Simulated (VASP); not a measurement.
Band structure of Pb (fcc). All values below come from revTPSS meta-GGA, VASP's PBE PAW potentials (set 64) (plane waves; VASP).

Unless said otherwise, spin-orbit coupling is left out, though it shifts the bands of the heavy elements here.

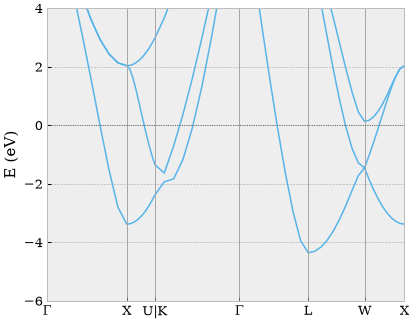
Fig. 1. Bands along high-symmetry lines, zero at the valence-band maximum or, without a gap, the Fermi level

Problem. Read the plot: is there a gap, and where are the band edges?

Solution. It has no gap at this level: it comes out as a metal or semimetal.

The compound is Pb in the fcc structure. It was relaxed first.
